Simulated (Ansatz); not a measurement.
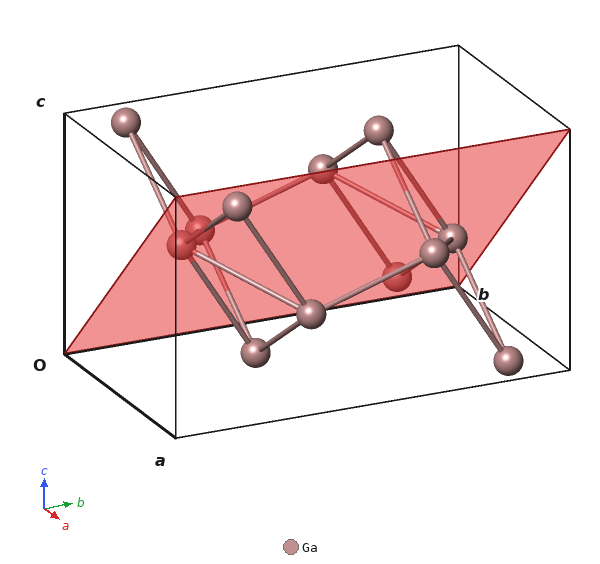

Crystal: Ga, coordinates from a relaxation at fixed volume with DFT PBE, spin-orbit coupling, plane waves, PAW (Ansatz 0.2.0). Every member of one family of equally spaced planes, hx + ky + lz = a whole number, that cuts the unit cell is shaded (one member passes through the origin O). The drawing is computed from the coordinates (standard cell, symmetry found to 0.002 Å).

a = 4.579 Å, b = 7.747 Å, c = 4.580 Å, α = 90.00°, β = 90.00°, γ = 90.00°.

Q: What are the Miller indices?

A: (1 0 −1); the opposite sign names the same planes. The member next to the origin meets the axes a at 1, b never, c at −1.

Q: What is the spacing?

A: d = 3.238 Å.

Q: Which atoms of the cell lie in these planes (within 0.03 Å)?

A: No atom.
